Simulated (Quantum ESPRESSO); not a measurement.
# TePb (Fm-3m): Raman and infrared activity, part 3 of 3

Aim: Raman and infrared lines of TePb (Fm-3m).

Quantum ESPRESSO 8.0 development, patched; DFT LDA, scalar-relativistic, plane waves, PseudoDojo norm-conserving pseudopotentials.

So far. Step 5 (Linear response at Γ): The acoustic modes at Γ come out as far as 1.1 cm⁻¹ from zero, where they should vanish, a small numerical error; the Born charges miss their sum rule by 0.056 e, too much: mesh or cutoff is short for the field response. The relaxed cell has a = 6.380 Å (conventional setting).

## (6) Zone-centre analysis (continued)

Degenerate modes summed, no LO-TO term. Infrared lines, with heights relative to the strongest:

```
position (cm⁻¹)  lines merged  label  IR intensity, relative
             45             3    T1u                     100
```

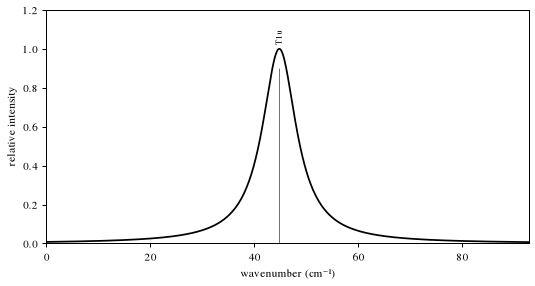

The infrared spectrum, broadened with Lorentzians of width 8 cm⁻¹; bars mark the lines.

Static dielectric tensor (ions relaxed, fixed cell):

```
199.3   0.0   0.0
  0.0 199.3   0.0
  0.0   0.0 199.3
```

The rule moves no optical mode by more than 0.1 cm⁻¹.

## (7) Sum rules set otherwise: a sum rule for molecules or wires on a crystal

This rule also removes rotations, which suits molecules and not a crystal; it is tried to see the harm.

dynmat.in

```
&INPUT
  fildyn = 'g.dyn'
  asr    = 'zero-dim'
  fileig = 'dynmat.eig'
  lperm  = .true.
/
```

Started as:

```bash
> dynmat.x -in dynmat.in > dynmat.out
```

The program printed:

```text
[banner, memory and clock lines left out]
Program DYNMAT v.8.0dev

     Reading Dynamical Matrix from file g.dyn
     ...Force constants read
     ...epsilon and Z* read
     ...Raman cross sections read
     Warning: this looks like a crystal, not a molecule in a box: use asr = 'crystal'
     Acoustic Sum Rule: || Z*(ASR) - Z*(orig)|| =    6.809230E-02
     Acoustic Sum Rule: ||dyn(ASR) - dyn(orig)||=    3.400379E-02
     Message from routine dynmat:
     WARNING: the charges keep any dipole. Ignore the strengths of the modes set to zero; with q typed a rigid rotation may get a frequency
     A direction for q was not specified:TO-LO splitting will be absent

     Polarizability (A^3 units)
     multiply by 0.082004 for Clausius-Mossotti correction (not under assume_isolated = 'mt')
       173.538178    0.000000    0.000000
         0.000000  173.538178   -0.000000
         0.000000   -0.000000  173.538178

     IR activities are in (D/A)^2/amu units

# mode   [cm-1]    [THz]      IR
    1     -0.00   -0.0000    9.6147
    2     -0.00   -0.0000    4.5425
    3      0.00    0.0000    0.1271
    4      0.00    0.0000    3.3383
    5      0.00    0.0000    2.5345
    6     44.85    1.3445   10.0785

Electronic dielectric permittivity tensor (relative, adimensional)
        34.583387    0.000000    0.000000
         0.000000   34.583387   -0.000000
         0.000000   -0.000000   34.583387

 ... with zone-center polar mode contributions
        89.442069  -54.858682  -54.858682
       -54.858682   89.442069   54.858682
       -54.858682   54.858682   89.442069
```

The job ended after 0.85 s (1 thread of AMD EPYC (Zen 3), shared host).

The program raised no error, yet the settings are not those of a careful run.

The fault: a sum rule for molecules or wires on a crystal; 2 optical modes are projected out to zero frequency, as if they were rotations, and the static dielectric tensor is spoilt.

For a crystal the rule has to be 'simple' or 'crystal'.

Zone-centre frequencies as printed; negative means imaginary. Modes:

```
mode  frequency (cm⁻¹)
   1                 0
   2                 0
   3                 0
   4                 0
   5                 0
   6             44.85
```

## (8) The LO-TO splitting (1 0 0)

A longitudinal polar mode sets up a macroscopic field that stiffens it; the term hangs on the direction from which q goes to zero.

dynmat.in

```
&INPUT
  fildyn = 'g.dyn'
  asr    = 'simple'
  fileig = 'dynmat.eig'
  q(1)   = 1.0
  q(2)   = 0.0
  q(3)   = 0.0
/
```

Started as:

```bash
> dynmat.x -in dynmat.in > dynmat.out
```

The program printed:

```text
[banner, memory and clock lines left out]
Program DYNMAT v.8.0dev

     Reading Dynamical Matrix from file g.dyn
     ...Force constants read
     ...epsilon and Z* read
     ...Raman cross sections read

     Polarizability (A^3 units)
     multiply by 0.082004 for Clausius-Mossotti correction (not under assume_isolated = 'mt')
       173.538178    0.000000    0.000000
         0.000000  173.538178   -0.000000
         0.000000   -0.000000  173.538178

     IR activities are in (D/A)^2/amu units

# mode   [cm-1]    [THz]      IR
    1      0.00    0.0000    0.0000
    2      0.00    0.0000    0.0000
    3      0.00    0.0000    0.0000
    4     44.84    1.3441   10.0785
    5     44.84    1.3441   10.0785
    6    107.62    3.2264   10.0785
```

The job ended after 0.9 s (1 thread).

This step gave:

* highest mode moved by the LO-TO term: 107.6 cm⁻¹

Zone-centre frequencies as printed; negative means imaginary. Modes:

| mode | frequency (cm⁻¹) |
| --- | --- |
| 1 | 0 |
| 2 | 0 |
| 3 | 0 |
| 4 | 44.84 |
| 5 | 44.84 |
| 6 | 107.6 |

The field moves one mode, from 45 to 108 cm⁻¹; the others stay.

## (9) What came out

```json
{
 "space group after relaxation": "Fm-3m",
 "volume per atom": "32.5 Å³",
 "gap on the k-mesh": "0.575 eV",
 "highest optical zone-centre mode (no LO-TO term)": "44.8 cm⁻¹",
 "highest mode moved by the LO-TO term (probably not converged in the k mesh)": "107.6 cm⁻¹",
 "mean high-frequency dielectric constant (probably not converged in the k mesh)": "34.6",
 "largest Born charge in size (third of the trace) (probably not converged in the k mesh)": "5.90 e",
 "mean static dielectric constant (probably not converged in the k mesh)": "199.3",
 "imaginary optical modes at the zone centre (no q mesh in this session)": "none"
}
```

In words: No mode is Raman active in this structure; the strongest infrared line lies at 45 cm⁻¹. At the LDA level the optical modes of TePb (Fm-3m) at the zone centre (no LO-TO term) lie at 45 cm⁻¹. Along the directions run, the highest mode that the macroscopic field moves lies at 108 cm⁻¹. Lattice motion raises the mean dielectric constant from 34.58 to 199.3. The Born charges miss their sum rule by 0.056 e, a sign that the k mesh or the cutoff is short for the field response. ε∞, the Born charges and what follows from them are probably not converged in the k mesh. The Lyddane-Sachs-Teller relation holds: (ωLO/ωTO)² is 5.76 and ε₀/ε∞ is 5.76. These are harmonic frequencies at zero temperature: anharmonic shifts and linewidths and thermal expansion are left out. Spin-orbit coupling is left out, which can matter for the heavy elements here. The build is a development version in which the Raman tensors of release 7.5 are mended; dynmat.x leaves out the electro-optic term of LO lines.

Calculation against experiment:

| quantity | measured | LDA PseudoDojo norm-conserving, Quantum ESPRESSO |
| --- | --- | --- |
| lattice constant a (Å) | 6.4397 | 6.380 (-0.9 %) |
| infrared mode, TO at Gamma (cm⁻¹) | 18 | 45 (+148.9 %) |

Measured values from arxiv:1709.02863 (2017) and arxiv:0808.3152 (2008).

Verdict: The lattice constant a is off by -0.9 %: fair agreement. The infrared mode is off by +148.9 %: a clear miss. The grades are ours: good and fair within 0.7 and 1.5 % for the lattice constant a and 3 and 7 % for the infrared mode. For lattice constants and infrared mode the calculation has a static lattice, without zero-point motion or thermal expansion (measured at up to 125 K). Limits of convergence are named above.

[Host names and launcher messages were left out of these logs when they were recorded.]

[Logs are printed without paths, hosts, clocks, repeated set-up lines and the standing remarks that a program may print on its own settings, such as how far it seeks lower states.]

[Hosts, paths, dates, database ids (printed as entryN), source tags and the programs' standing remarks are cut or masked in the printed files.]
